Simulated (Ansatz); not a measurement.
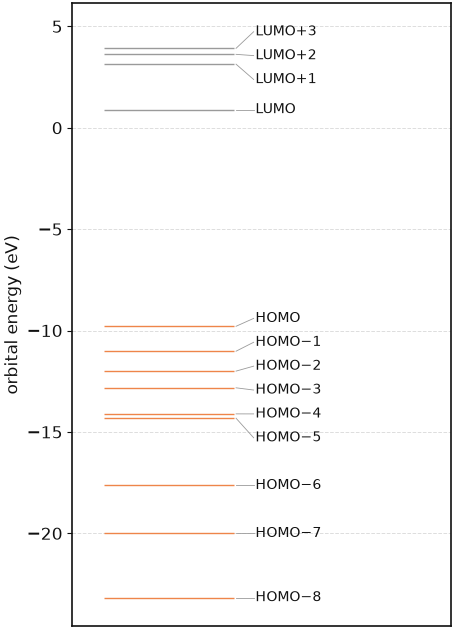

Hartree-Fock orbital energies near the frontier, HF/def2-TZVPP with the Ansatz code 0.2.0, at a PBE0-D4/def2-TZVP geometry (a minimum by its frequencies), isolated molecule; empty levels in grey, levels within 0.03 eV side by side.

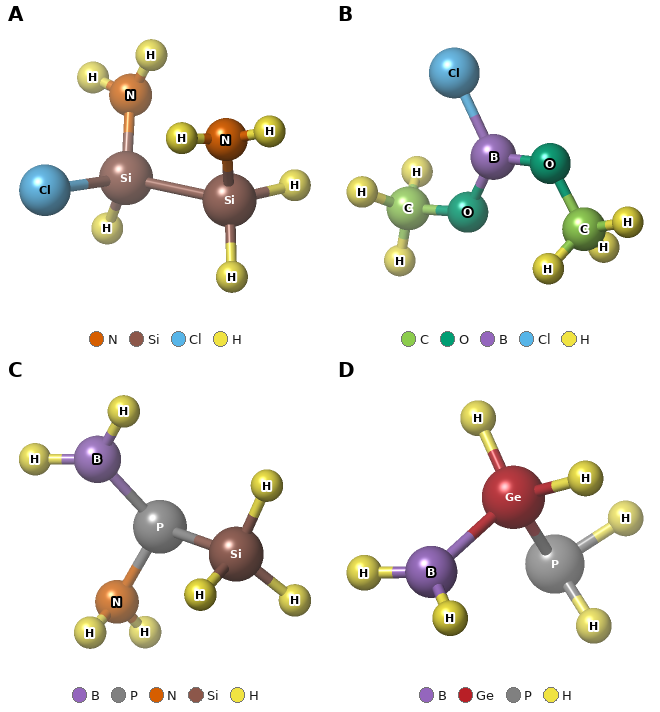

**Which molecule has this level scheme? Choose among the lettered structures.**

Structure D, BGePH₆, SMILES [BH2][GeH2][PH2], singlet. HOMO −9.79 eV, LUMO 0.90 eV, separation 10.69 eV.

Known limits of this run: no scalar relativity up to krypton; empty levels above zero depend strongly on the basis.
